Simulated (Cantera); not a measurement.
A closed system holds: 1 mol Al, 10 mol CO, 290 mol N2, at 0.300 bar.

Cantera equilibrium calculation (NASA polynomials, part measured and part estimated; ideal gas, pure solids and liquids). Candidate condensed phases: Al, AlN, Al2O3, C; 32 gas species. The numbers say what is thermodynamically allowed, not how fast it happens.

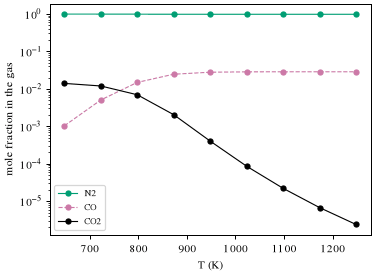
Figure: Equilibrium gas composition (values under 1e-9 drawn at 1e-9)

From 648 K to 1248 K the condensed part is Al2O3(s) + C(graphite).
